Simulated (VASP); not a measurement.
Band structure of Zr (hcp). Calculation: r2SCAN meta-GGA with spin-orbit coupling, VASP's PBE PAW potentials (set 64) (plane waves; VASP).

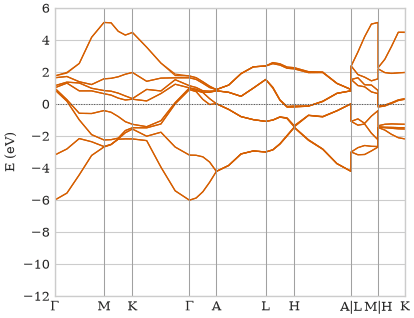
Figure. Bands along high-symmetry lines, zero at the valence-band maximum or, without a gap, the Fermi level

Read the plot: is there a gap, and where are the band edges?

It has no gap at this level: it comes out as a metal or semimetal.

The compound is Zr in the hcp structure. It was relaxed first.
